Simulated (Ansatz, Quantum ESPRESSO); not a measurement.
# ScAl3 (Pm-3m): zone-centre phonons, part 2 of 3

Wanted: the vibrations of ScAl3 (Pm-3m) at Γ, by two programs.

Quantum ESPRESSO 7.5; DFT PBE, scalar-relativistic, plane waves, JTH PAW pseudopotentials.

So far. Step 2 (A first look): No gap opens on this mesh, so smearing is kept; the start stands at 1.4 GPa. Step 4 (Self-consistent run for the response): The cell stands at -0.002 GPa, close enough for phonons. The relaxed cell has a = 4.105 Å (conventional setting).

### Step 5. Linear response at Γ

At q = 0 one unit cell holds all displacements; symmetry groups them into irreducible representations that are solved one by one. With smeared occupations no response to a homogeneous field can be asked.

ph.in

```
phonons
 &inputph
    prefix='x',
    outdir='./tmp',
    fildyn='g.dyn',
    tr2_ph=1.0d-18,
    alpha_mix(1)=0.4,
    nmix_ph=8,
 /
0.000000000000 0.000000000000 0.000000000000
```

Started as:

```bash
$ OMP_NUM_THREADS=1 mpirun -n 4 ph.x -nk 4 -in ph.in > ph.out
```

Log:

```text
[banners, grids, parts of the stress and lines that vanish by symmetry left out]
[banner, memory and clock lines left out]
Program PHONON v.7.5

     ./tmp/x.save/

     file Sc.upf: wavefunction(s)  4S 3P 0P 3D 0D renormalized
     file Al.upf: wavefunction(s)  3S 0S 3P 0P renormalized

     IMPORTANT: XC functional enforced from input :
     Exchange-correlation= PBE
                           (   1   4   3   4   0   0   0)
     Any further DFT definition will be discarded
     Please, verify this is what you really want

     G-vector sticks info

     Check: negative core charge=   -0.000003

     negative rho (up, down):  1.772E-03 0.000E+00
     Reading collected, re-writing distributed wavefunctions in ./tmp/

     Number and degeneracy of irreps per q-point
       N         xq(1)         xq(2)         xq(3)   N irreps
       1   0.000000000   0.000000000   0.000000000       4
        3   3   3   3

     Calculation of q =    0.0000000   0.0000000   0.0000000

     phonons

     bravais-lattice index     =            0
     lattice parameter (alat)  =       7.7574  a.u.
     unit-cell volume          =     466.8228 (a.u.)^3
     number of atoms/cell      =            4
     number of atomic types    =            2
     kinetic-energy cut-off    =      40.0000  Ry
     charge density cut-off    =     200.0000  Ry
     convergence threshold     =      1.0E-18
     beta                      =       0.4000
     number of iterations used =            8
     Exchange-correlation= PBE
                           (   1   4   3   4   0   0   0)

     celldm(1)=    7.75742  celldm(2)=    0.00000  celldm(3)=    0.00000
     celldm(4)=    0.00000  celldm(5)=    0.00000  celldm(6)=    0.00000

     crystal axes: (cart. coord. in units of alat)
               a(1) = (  1.0000  0.0000  0.0000 )
               a(2) = (  0.0000  1.0000  0.0000 )
               a(3) = (  0.0000  0.0000  1.0000 )

     reciprocal axes: (cart. coord. in units 2 pi/alat)
               b(1) = (  1.0000  0.0000  0.0000 )
               b(2) = (  0.0000  1.0000  0.0000 )
               b(3) = (  0.0000  0.0000  1.0000 )

     Atoms inside the unit cell:

     Cartesian axes

     site n.  atom      mass           positions (alat units)
        1  Sc     44.9559   tau(    1) = (    0.00000    0.00000    0.00000  )
        2  Al     26.9815   tau(    2) = (    0.50000    0.00000    0.50000  )
        3  Al     26.9815   tau(    3) = (    0.00000    0.50000    0.50000  )
        4  Al     26.9815   tau(    4) = (    0.50000    0.50000    0.00000  )

     Computing dynamical matrix for
                    q = (   0.0000000   0.0000000   0.0000000 )

     49 Sym.Ops. (with q -> -q+G )

     G cutoff =  304.8632  (  22143 G-vectors)     FFT grid: ( 36, 36, 36)
     G cutoff =  243.8906  (  15895 G-vectors)  smooth grid: ( 32, 32, 32)

     number of k points=    35  Marzari-Vanderbilt smearing, width (Ry)=  0.0200
                       cart. coord. in units 2pi/alat
        k(    1) = (   0.0000000   0.0000000   0.0000000), wk =   0.0039062
        k(    2) = (   0.0000000   0.0000000   0.1250000), wk =   0.0234375
        k(    3) = (   0.0000000   0.0000000   0.2500000), wk =   0.0234375
        [... further k-points left out ...]

     PseudoPot. # 1 for Sc read from file:
     ./pseudo/Sc.upf
     Pseudo is Projector augmented-wave + core cor, Zval = 11.0
     Shape of augmentation charge: BESSEL
     Using radial grid of 1021 points,  6 beta functions with:
                l(1) =   0
                l(2) =   0
                l(3) =   1
                l(4) =   1
                l(5) =   2
                l(6) =   2
     Q(r) pseudized with 0 coefficients

     PseudoPot. # 2 for Al read from file:
     ./pseudo/Al.upf
     Pseudo is Projector augmented-wave + core cor, Zval =  3.0
     Shape of augmentation charge: SINC**2
     Using radial grid of  982 points,  4 beta functions with:
                l(1) =   0
                l(2) =   0
                l(3) =   1
                l(4) =   1
     Q(r) pseudized with 0 coefficients

     Mode symmetry, O_h (m-3m)  point group:

     Atomic displacements:
     There are    4 irreducible representations

     Representation     1      3 modes -  To be done

     Representation     2      3 modes -  To be done

     Representation     3      3 modes -  To be done

     Representation     4      3 modes -  To be done

     Alpha used in Ewald sum =   2.0000

     negative rho (up, down):  1.772E-03 0.000E+00

     Representation #   1 modes #   1   2   3

     Self-consistent Calculation
      iter #   1   av.it.:   6.5
      thresh= 1.000E-02 alpha_mix =  0.400 |ddv_scf|^2 =  8.498E-08
      iter #   2   av.it.:  15.1
      thresh= 2.915E-05 alpha_mix =  0.400 |ddv_scf|^2 =  5.621E-10
      iter #   3   av.it.:  15.8
      thresh= 2.371E-06 alpha_mix =  0.400 |ddv_scf|^2 =  1.371E-10
      iter #   4   av.it.:  15.9
      thresh= 1.171E-06 alpha_mix =  0.400 |ddv_scf|^2 =  6.800E-12
      iter #   5   av.it.:  16.6
      thresh= 2.608E-07 alpha_mix =  0.400 |ddv_scf|^2 =  7.594E-14
      iter #   6   av.it.:  16.2
      thresh= 2.756E-08 alpha_mix =  0.400 |ddv_scf|^2 =  2.599E-15
      iter #   7   av.it.:  15.9
      thresh= 5.098E-09 alpha_mix =  0.400 |ddv_scf|^2 =  1.243E-16
      iter #   8   av.it.:  16.7
      thresh= 1.115E-09 alpha_mix =  0.400 |ddv_scf|^2 =  1.053E-18
      iter #   9   av.it.:  17.2
      thresh= 1.026E-10 alpha_mix =  0.400 |ddv_scf|^2 =  5.339E-20

     End of self-consistent calculation

     Convergence has been achieved

     Representation #   2 modes #   4   5   6

     Self-consistent Calculation
      iter #   1   av.it.:   4.7
      thresh= 1.000E-02 alpha_mix =  0.400 |ddv_scf|^2 =  2.573E-09
      iter #   2   av.it.:  16.7
      thresh= 5.072E-06 alpha_mix =  0.400 |ddv_scf|^2 =  4.099E-10
      iter #   3   av.it.:  16.3
      thresh= 2.025E-06 alpha_mix =  0.400 |ddv_scf|^2 =  8.873E-11
      iter #   4   av.it.:  17.0
      thresh= 9.419E-07 alpha_mix =  0.400 |ddv_scf|^2 =  1.154E-12
      iter #   5   av.it.:  17.1
      thresh= 1.074E-07 alpha_mix =  0.400 |ddv_scf|^2 =  5.419E-14
[...]
End of self-consistent calculation

     Convergence has been achieved

     Representation #   3 modes #   7   8   9

     Self-consistent Calculation
[...]
End of self-consistent calculation

     Convergence has been achieved

     Representation #   4 modes #  10  11  12

     Self-consistent Calculation
[...]
iter #   2   av.it.:  16.1
      thresh= 3.515E-06 alpha_mix =  0.400 |ddv_scf|^2 =  3.816E-10
      iter #   3   av.it.:  16.2
      thresh= 1.953E-06 alpha_mix =  0.400 |ddv_scf|^2 =  1.419E-11
      iter #   4   av.it.:  16.2
      thresh= 3.767E-07 alpha_mix =  0.400 |ddv_scf|^2 =  5.161E-13
      iter #   5   av.it.:  17.2
      thresh= 7.184E-08 alpha_mix =  0.400 |ddv_scf|^2 =  4.842E-14
      iter #   6   av.it.:  16.9
      thresh= 2.200E-08 alpha_mix =  0.400 |ddv_scf|^2 =  1.126E-16
      iter #   7   av.it.:  17.0
      thresh= 1.061E-09 alpha_mix =  0.400 |ddv_scf|^2 =  7.736E-18
      iter #   8   av.it.:  16.8
      thresh= 2.781E-10 alpha_mix =  0.400 |ddv_scf|^2 =  4.821E-21

     End of self-consistent calculation

     Convergence has been achieved

     Number of q in the star =    1
     List of q in the star:
          1   0.000000000   0.000000000   0.000000000

     Diagonalizing the dynamical matrix

     q = (    0.000000000   0.000000000   0.000000000 )

 **************************************************************************
     freq (    1) =      -0.110332 [THz] =      -3.680268 [cm-1]
     freq (    2) =      -0.110332 [THz] =      -3.680268 [cm-1]
     freq (    3) =      -0.110332 [THz] =      -3.680268 [cm-1]
     freq (    4) =       7.007622 [THz] =     233.749116 [cm-1]
     freq (    5) =       7.007622 [THz] =     233.749116 [cm-1]
     freq (    6) =       7.007622 [THz] =     233.749116 [cm-1]
     freq (    7) =       7.574817 [THz] =     252.668712 [cm-1]
     freq (    8) =       7.574817 [THz] =     252.668712 [cm-1]
     freq (    9) =       7.574817 [THz] =     252.668712 [cm-1]
     freq (   10) =       9.881617 [THz] =     329.615259 [cm-1]
     freq (   11) =       9.881617 [THz] =     329.615259 [cm-1]
     freq (   12) =       9.881617 [THz] =     329.615259 [cm-1]
 **************************************************************************

     Mode symmetry, O_h (m-3m)  point group:

     freq (   1-   3) =         -3.7  [cm-1]   --> T_1u G_15  G_4- I
     freq (   4-   6) =        233.7  [cm-1]   --> T_1u G_15  G_4- I
     freq (   7-   9) =        252.7  [cm-1]   --> T_2u G_25  G_5-
     freq (  10-  12) =        329.6  [cm-1]   --> T_1u G_15  G_4- I
```

The job ended after 3 min (4 MPI ranks of Arm Neoverse V2, shared host).

Numbers from this step:

```
largest acoustic frequency at the zone centre before the sum rule : -3.68 cm⁻¹
highest optical zone-centre mode (no LO-TO term)                  : 329.6 cm⁻¹
lowest optical zone-centre mode                                   : 233.8 cm⁻¹
```

The acoustic modes at Γ come out as far as 3.7 cm⁻¹ from zero, where they should vanish, a small numerical error.

### Step 6. Zone-centre analysis

A rigid shift of the crystal must cost nothing, but grids and finite bases break this; the acoustic sum rule is imposed before the matrix is diagonalised again.

dynmat.in

```
 &input
    fildyn='g.dyn',
    asr='simple',
    fileig='dynmat.eig',
 /
```

Started as:

```bash
$ dynmat.x -in dynmat.in > dynmat.out
```

Log:

```text
[banner, memory and clock lines left out]
Program DYNMAT v.7.5

     Reading Dynamical Matrix from file g.dyn
     ...Force constants read
     ...epsilon and Z* not read (not found on file)
     A direction for q was not specified:TO-LO splitting will be absent

     Polarizability (A^3 units)
     multiply by 1.000000 for Clausius-Mossotti correction
         0.000000    0.000000    0.000000
         0.000000    0.000000    0.000000
         0.000000    0.000000    0.000000

     IR activities are in (D/A)^2/amu units

# mode   [cm-1]    [THz]      IR
    1     -0.00   -0.0000    0.0000
    2      0.00    0.0000    0.0000
    3      0.00    0.0000    0.0000
    4    233.75    7.0078    0.0000
    5    233.75    7.0078    0.0000
    6    233.75    7.0078    0.0000
    7    252.64    7.5739    0.0000
    8    252.64    7.5739    0.0000
    9    252.64    7.5739    0.0000
   10    329.64    9.8824    0.0000
   11    329.64    9.8824    0.0000
   12    329.64    9.8824    0.0000

[end of the log left out, with the tail of the file of modes that dynmat.x writes under the same name]
```

Elapsed: 0.51 s, on 1 thread.

Unit eigenvectors of the mass-weighted matrix after the sum rule; no LO-TO term. The modes at Γ (shares of kinetic energy by element, %):

```tsv
mode	frequency (cm⁻¹)	symmetry	Sc %	Al %
1	0.0	acoustic	36	64
2	0.0	acoustic	36	64
3	0.0	acoustic	36	64
4	233.8	T1u	24	76
5	233.8	T1u	24	76
6	233.8	T1u	24	76
7	252.6	T2u	0	100
8	252.6	T2u	0	100
9	252.6	T2u	0	100
10	329.6	T1u	40	60
11	329.6	T1u	40	60
12	329.6	T1u	40	60
```

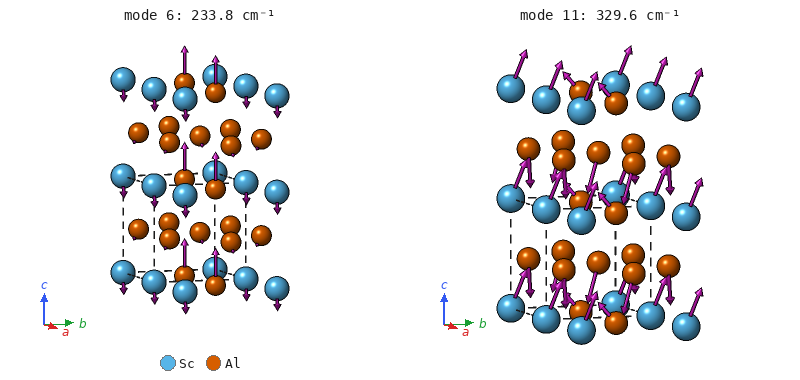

Displacement patterns of modes 6 and 11 at Γ; arrows are exaggerated. 2×1×2 cells are drawn. Some periodic images of atoms are drawn too.

The rule moves no optical mode by more than 0.1 cm⁻¹.

### Step 7. Sum rules set otherwise (asr no)

Without the rule the raw error of the acoustic modes shows.

dynmat.in

```
 &input
    fildyn='g.dyn',
    asr='no',
    fileig='dynmat.eig',
 /
```

Started as:

```bash
$ dynmat.x -in dynmat.in > dynmat.out
```

Log:

```text
[banner, memory and clock lines left out]
Program DYNMAT v.7.5

     Reading Dynamical Matrix from file g.dyn
     ...Force constants read
     ...epsilon and Z* not read (not found on file)
     A direction for q was not specified:TO-LO splitting will be absent

     Polarizability (A^3 units)
     multiply by 1.000000 for Clausius-Mossotti correction
         0.000000    0.000000    0.000000
         0.000000    0.000000    0.000000
         0.000000    0.000000    0.000000

     IR activities are in (D/A)^2/amu units

# mode   [cm-1]    [THz]      IR
    1     -3.68   -0.1103    0.0000
    2     -3.68   -0.1103    0.0000
    3     -3.68   -0.1103    0.0000
    4    233.75    7.0076    0.0000
    5    233.75    7.0076    0.0000
    6    233.75    7.0076    0.0000
    7    252.67    7.5748    0.0000
    8    252.67    7.5748    0.0000
    9    252.67    7.5748    0.0000
   10    329.62    9.8816    0.0000
   11    329.62    9.8816    0.0000
   12    329.62    9.8816    0.0000

[end of the log left out, with the tail of the file of modes that dynmat.x writes under the same name]
```

The job ended after 0.52 s (1 thread).

Zone-centre frequencies as printed; negative means imaginary. Modes:

```tsv
mode	frequency (cm⁻¹)
1	-3.68
2	-3.68
3	-3.68
4	233.8
5	233.8
6	233.8
7	252.7
8	252.7
9	252.7
10	329.6
11	329.6
12	329.6
```

Against the first rule no mode moves by more than 3.7 cm⁻¹.

### Step 8. Sum rules set otherwise (asr crystal)

The rule can be imposed in more than one way; the choices should agree where the raw error is small.

dynmat.in

```
 &input
    fildyn='g.dyn',
    asr='crystal',
    fileig='dynmat.eig',
 /
```

Started as:

```bash
$ dynmat.x -in dynmat.in > dynmat.out
```

Log:

```text
[banner, memory and clock lines left out]
Program DYNMAT v.7.5

     Reading Dynamical Matrix from file g.dyn
     ...Force constants read
     ...epsilon and Z* not read (not found on file)
     Acoustic Sum Rule: || Z*(ASR) - Z*(orig)|| =    0.000000E+00
     Acoustic Sum Rule: ||dyn(ASR) - dyn(orig)||=    2.796950E-04
     A direction for q was not specified:TO-LO splitting will be absent

     Polarizability (A^3 units)
     multiply by 1.000000 for Clausius-Mossotti correction
         0.000000    0.000000    0.000000
         0.000000    0.000000    0.000000
         0.000000    0.000000    0.000000

     IR activities are in (D/A)^2/amu units

# mode   [cm-1]    [THz]      IR
    1     -0.00   -0.0000    0.0000
    2      0.00    0.0000    0.0000
    3      0.00    0.0000    0.0000
    4    233.73    7.0072    0.0000
    5    233.73    7.0072    0.0000
    6    233.73    7.0072    0.0000
    7    252.67    7.5748    0.0000
    8    252.67    7.5748    0.0000
    9    252.67    7.5748    0.0000
   10    329.60    9.8811    0.0000
   11    329.60    9.8811    0.0000
   12    329.60    9.8811    0.0000

   )
[end of the log left out, with the tail of the file of modes that dynmat.x writes under the same name]
```

Elapsed: 0.52 s, on 1 thread.

Numbers from this step:

* lowest optical zone-centre mode: 233.7 cm⁻¹

Zone-centre frequencies as printed; negative means imaginary. Modes:

```tsv
mode	frequency (cm⁻¹)
1	0
2	0
3	0
4	233.7
5	233.7
6	233.7
7	252.7
8	252.7
9	252.7
10	329.6
11	329.6
12	329.6
```

Against the first rule no mode moves by more than 0.1 cm⁻¹.

(Part 2 of 3 ends here.)

[Host names and launcher messages were left out of these logs when they were recorded.]

[Logs are printed without paths, hosts, clocks, repeated set-up lines and the standing remarks that a program may print on its own settings, such as how far it seeks lower states.]

[Hosts, paths, dates, database ids (printed as entryN), source tags and the programs' standing remarks are cut or masked in the printed files.]
